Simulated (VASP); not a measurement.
Band structure of SiC (zinc blende). These are HSE06 screened hybrid, VASP's PBE PAW potentials (set 64) (plane waves; VASP) values and carry that method's errors.

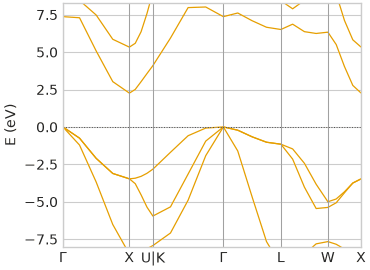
Fig. 1. Bands along high-symmetry lines, zero at the valence-band maximum or, without a gap, the Fermi level

**Question.** Read the plot: is there a gap, and where are the band edges?

**Answer.** The gap is indirect, 2.26 eV, from the valence maximum at Γ to the conduction minimum at X.

Measured: gap 2.53 eV (computed value off by -0.27 eV), as given by Wei Chen et al., Physical Review Materials (2018), doi:10.1103/physrevmaterials.2.073803 [zero-point renormalisation of 0.11 eV added back (the table's ZPR column)].

The compound is SiC in the zinc blende structure. It was relaxed first. The cell's shape comes from a PBE relaxation.
